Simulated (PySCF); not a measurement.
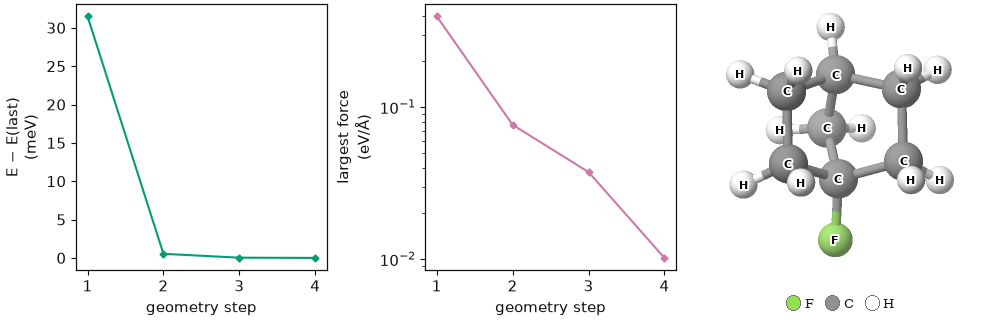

Beside the plot: the molecule at the start.

History of a geometry optimisation.

- system: C$_{7}$H$_{11}$F (SMILES F[C@]12CC[C@H](CC1)C2)
- method: PBE0-D3(BJ)/def2-SVP, geometry optimisation in PySCF

> How did it end, and what did it gain?

The optimisation met its thresholds at geometry 4, counting the start as the first. The energy fell by about 32 meV from the first step to the last. The largest force goes from about 0.4 eV/Å at the start to 0.01 eV/Å at the end.
